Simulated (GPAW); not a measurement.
**MnSi: which magnetic order is lowest**

Aim: find out whether MnSi carries moments, and which collinear order costs least.

Main program and level: GPAW 26.7.0; LDA; plane waves with GPAW's PAW setups, scalar-relativistic.

Experimental background.

For MnSi, cubic B20 (bulk crystal, 0 K), “Understanding the muSR spectra of MnSi without magnetic polarons” (2014, arxiv:1405.0140) quotes earlier work: moment (static ordered moment per Mn, T to 0 K) about 0.4 μB [Rounded literature value for the low-temperature limit].

Most raw output is cut from this account.

The database entry behind the starting cell differs from later determinations by our own check (0.1 to 0.3 % short, probably kX units), so it need not match the best structure at ambient conditions.

## Step 1: The structure

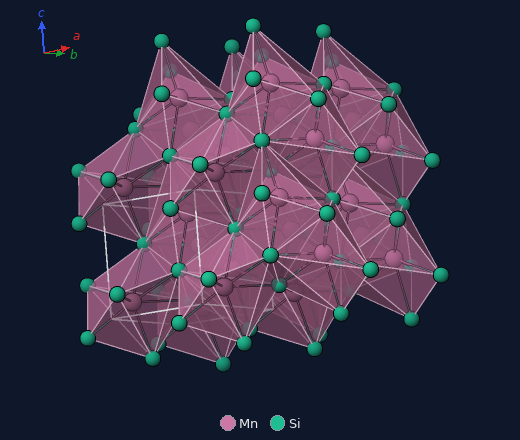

The cell as given, from a free direction (manganese pink, silicon teal). 2×2×2 cells are drawn. Some periodic images of atoms are drawn too.

## Step 2: Start 1: ferro ++++

The parallel start comes first: it fits the smallest cell, keeps the most symmetry and shows whether parallel moments form.

Input file order1.py:

```python
import json
import numpy as np
from ase import Atoms
from ase.parallel import paropen, parprint
from gpaw import GPAW

atoms = Atoms(['Mn', 'Mn', 'Mn', 'Mn', 'Si', 'Si', 'Si', 'Si'],
    cell=[[4.548, 0.0, 0.0],
         [0.0, 4.548, 0.0],
         [0.0, 0.0, 4.548]],
    scaled_positions=[[0.138, 0.138, 0.138],
         [0.362, 0.862, 0.638],
         [0.638, 0.362, 0.862],
         [0.862, 0.638, 0.362],
         [0.846, 0.846, 0.846],
         [0.654, 0.154, 0.346],
         [0.346, 0.654, 0.154],
         [0.154, 0.346, 0.654]],
    pbc=True,
    magmoms=[3.5, 3.5, 3.5, 3.5, 0.0, 0.0, 0.0, 0.0])
atoms.calc = GPAW(mode={'name': 'pw', 'ecut': 550},
    xc='LDA',
    kpts={'size': (6, 6, 6), 'gamma': True},
    occupations={'name': 'fermi-dirac', 'width': 0.05},
    convergence={'density': 1e-05, 'energy': 1e-05},
    maxiter=200,
    symmetry={'tolerance': 1e-4},
    txt='order1.txt')
e = atoms.get_potential_energy(force_consistent=True)
res = {'free_energy': e, 'energy_sigma0': atoms.get_potential_energy(), 'fermi_energy': atoms.calc.get_fermi_level()}
res['moments'] = atoms.get_magnetic_moments().tolist()
res['total'] = atoms.get_magnetic_moment()
parprint('site moments (muB):', np.round(res['moments'], 3))
parprint(f"total moment: {res['total']:.3f} muB")
parprint(f'free energy: {e:.6f} eV')
atoms.calc.write('order1.gpw')
with paropen('results.json', 'w') as f:
    json.dump(res, f)
```

Command:

```
$ OMP_NUM_THREADS=1 mpirun -n 8 gpaw python order1.py > order1.log
```

Elapsed: 50 s, on 8 MPI ranks of Arm Neoverse V2, shared host; peak memory 1.9 GiB; 6.6 min of CPU time.

Spin moment in the augmentation sphere by atom:

```csv
atom,spin moment in the augmentation sphere (μB)
Mn1,0.855
Mn2,0.855
Mn3,0.855
Mn4,0.855
Si5,-0.031
Si6,-0.031
Si7,-0.031
Si8,-0.031
```

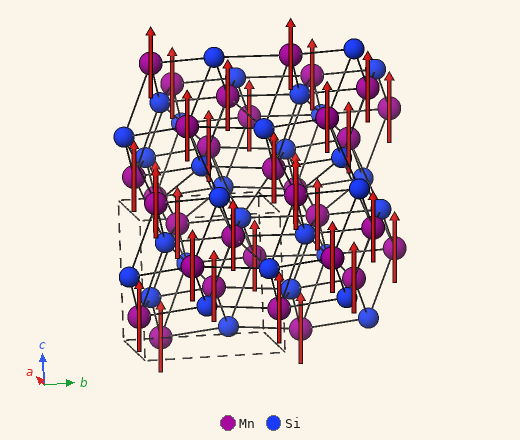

Spin moment in the augmentation sphere as arrows, the longest 0.855 μB. Up and down stand for the sign. Arrows give size and sign along the axis of quantisation, drawn up and down the page. 2×2×2 cells are drawn.

Numbers from this step:

```yaml
magnetization: 3.334 μB
final_state: ferromagnetic
```

After 20 cycles the largest moment stands at 0.855 μB.

## Step 3: Run 2 (antiferro ++--)

An opposed order shows whether the pairs that it reverses prefer unlike signs.

order2.py is the script of step 2 with these lines changed:

```diff
@@ -19,3 +19,3 @@
     pbc=True,
-    magmoms=[3.5, 3.5, 3.5, 3.5, 0.0, 0.0, 0.0, 0.0])
+    magmoms=[3.5, 3.5, -3.5, -3.5, 0.0, 0.0, 0.0, 0.0])
 atoms.calc = GPAW(mode={'name': 'pw', 'ecut': 550},
@@ -27,3 +27,3 @@
     symmetry={'tolerance': 1e-4},
-    txt='order1.txt')
+    txt='order2.txt')
 e = atoms.get_potential_energy(force_consistent=True)
@@ -35,3 +35,3 @@
 parprint(f'free energy: {e:.6f} eV')
-atoms.calc.write('order1.gpw')
+atoms.calc.write('order2.gpw')
 with paropen('results.json', 'w') as f:
```

Command:

```
$ OMP_NUM_THREADS=1 mpirun -n 8 gpaw python order2.py > order2.log
```

Wall time 4.7 min (8 MPI ranks); peak memory 2.1 GiB; 38 min of CPU time.

Spin moment in the augmentation sphere by atom:

```
atom  spin moment in the augmentation sphere (μB)
 Mn1                                      -0.0133
 Mn2                                       0.0124
 Mn3                                       0.0007
 Mn4                                       0.0008
 Si5                                       0.0000
 Si6                                       0.0000
 Si7                                       0.0000
 Si8                                       0.0000
```

This step gave:

- final state: non-magnetic

It lies 22.7 meV a seeded atom over the first start.

## Step 4: Start 3: ferri +++-

order3.py is the script of step 3 with these lines changed:

```diff
@@ -19,3 +19,3 @@
     pbc=True,
-    magmoms=[3.5, 3.5, -3.5, -3.5, 0.0, 0.0, 0.0, 0.0])
+    magmoms=[3.5, 3.5, 3.5, -3.5, 0.0, 0.0, 0.0, 0.0])
 atoms.calc = GPAW(mode={'name': 'pw', 'ecut': 550},
@@ -27,3 +27,3 @@
     symmetry={'tolerance': 1e-4},
-    txt='order2.txt')
+    txt='order3.txt')
 e = atoms.get_potential_energy(force_consistent=True)
@@ -35,3 +35,3 @@
 parprint(f'free energy: {e:.6f} eV')
-atoms.calc.write('order2.gpw')
+atoms.calc.write('order3.gpw')
 with paropen('results.json', 'w') as f:
```

Command:

```
$ OMP_NUM_THREADS=1 mpirun -n 8 gpaw python order3.py > order3.log
```

The job ended after 2.6 min (8 MPI ranks; peak memory 2.2 GiB).

Spin moment in the augmentation sphere by atom:

```
atom  spin moment in the augmentation sphere (μB)
 Mn1                                        0.855
 Mn2                                        0.855
 Mn3                                        0.855
 Mn4                                        0.855
 Si5                                       -0.031
 Si6                                       -0.031
 Si7                                       -0.031
 Si8                                       -0.031
```

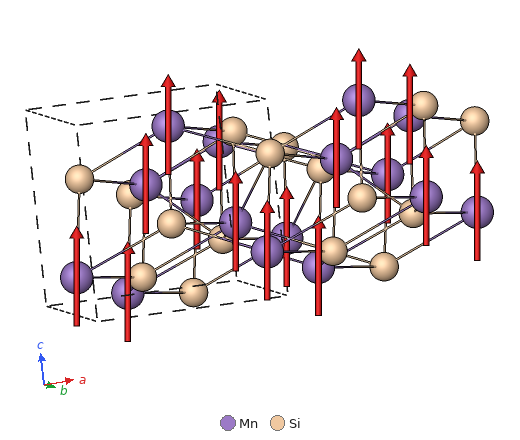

Spin moment in the augmentation sphere as arrows, the longest 0.855 μB. Up and down stand for the sign. Arrows give size and sign along the axis of quantisation, drawn up and down the page. 2×2×1 cells are drawn.

This step gave:

```yaml
magnetization: 3.334 μB
final_state: ferromagnetic
```

On 1 Mn atom the moment turned against its typed sign.

It lies level with the first start, and its largest moment is 0.855 μB against 0.855 μB.

## Step 5: Order 4, typed as no spin polarisation

A run without seeds gives the energy of the state without moments.

nospin.py is the script of step 4 with these lines changed:

```diff
@@ -18,4 +18,3 @@
          [0.154, 0.346, 0.654]],
-    pbc=True,
-    magmoms=[3.5, 3.5, 3.5, -3.5, 0.0, 0.0, 0.0, 0.0])
+    pbc=True)
 atoms.calc = GPAW(mode={'name': 'pw', 'ecut': 550},
@@ -27,11 +26,7 @@
     symmetry={'tolerance': 1e-4},
-    txt='order3.txt')
+    txt='nospin.txt')
 e = atoms.get_potential_energy(force_consistent=True)
 res = {'free_energy': e, 'energy_sigma0': atoms.get_potential_energy(), 'fermi_energy': atoms.calc.get_fermi_level()}
-res['moments'] = atoms.get_magnetic_moments().tolist()
-res['total'] = atoms.get_magnetic_moment()
-parprint('site moments (muB):', np.round(res['moments'], 3))
-parprint(f"total moment: {res['total']:.3f} muB")
 parprint(f'free energy: {e:.6f} eV')
-atoms.calc.write('order3.gpw')
+atoms.calc.write('nospin.gpw')
 with paropen('results.json', 'w') as f:
```

Command:

```
$ OMP_NUM_THREADS=1 mpirun -n 8 gpaw python nospin.py > nospin.log
```

Elapsed: 14 s, on 8 MPI ranks; peak memory 1.6 GiB; 1.9 min of CPU time.

This step gave:

- final state: non-magnetic (no spin polarisation)

It lies 22.7 meV a seeded atom over the first start.

## Step 6: The states side by side

These are free energies at a smearing of 0.05 eV, so its entropy term is in the differences. They are divided by the number of seeded atoms, so that cells of unlike size compare.

Orders:

| start | final state | typed order kept | energy over the lowest (meV a seeded atom) | largest site moment (μB) | net moment (μB a primitive cell) | mesh matched | CPU time (s) |
| --- | --- | --- | --- | --- | --- | --- | --- |
| ferro ++++ | ferromagnetic | yes | 0 | 0.8552 | 3.334 | yes | 395 |
| antiferro ++-- | non-magnetic | no | 22.69 | 0.0133 | 6.56e-4 | yes | 2275 |
| ferri +++- | ferromagnetic | no | 0 | 0.8553 | 3.334 | yes | 1224 |
| no spin polarisation | non-magnetic | - | 22.69 | 0 | 0 | yes | 114.7 |

## Step 7: What came out

```json
{"lowest state found": "ferromagnetic (typed ferro ++++)", "largest site moment": "0.855 μB", "next state": "non-magnetic, 22.7 meV a seeded atom higher", "energy gained by spin polarisation": "22.7 meV a seeded atom"}
```

What this shows: The lowest state found is ferromagnetic, reached from the start ferro ++++, with moments up to 0.855 μB. All starts that keep moments end in one and the same state, so no two orders were compared. Spin polarisation gains little. 2 starts left the typed pattern (a sign turned or a seeded moment died), so such an energy belongs to the state reached, not the one typed. This is the lowest of 4 finished starts, no proof of the ground state. Computed site moments are spin alone, inside the augmentation sphere; measured ones also hold the orbital part and what lies outside the sphere, and fluctuations can lower them.

Calculation against experiment:

| quantity | measured | LDA |
| --- | --- | --- |
| moment (Mn) (μB) | 0.4 | 0.86 (+113.8 %) |

Measured values from arxiv:1405.0140 (2014).

How well it matches: The moment is off by +113.8 %. No cell relaxation is part of this session.

[Logs and program files are shortened in this print: banners, set-up blocks, solver, clock and traceback lines can be left out without a mark of their own.]

[Logs are printed without paths, hosts, clocks, repeated set-up lines and the standing remarks that a program may print on its own settings, such as how far it seeks lower states.]

[Hosts, paths, dates, database ids (printed as entryN), source tags and the programs' standing remarks are cut or masked in the printed files.]

[Where a cell is said to come from a database of computed structures, the database is the Materials Project.]
